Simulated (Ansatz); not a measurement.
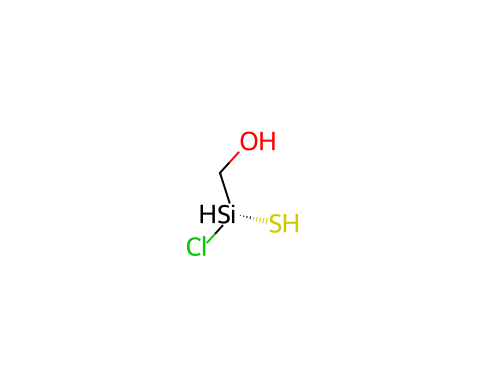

The computed structure is the end point of a PBE0-D4/def2-TZVP optimisation. No frequency run is at hand to confirm it as a minimum. Properties computed with RKS PBE-D4/def2-TZVPP (Ansatz 0.2.0).

> Estimate the dispersion correction.

−27.1 kJ/mol.

> What is the LUMO energy (Kohn–Sham orbital)?

−0.82 eV.

> What is the dipole moment?

3.11 D.

> Give the HOMO energy (Kohn–Sham orbital) at this level.

−6.38 eV.
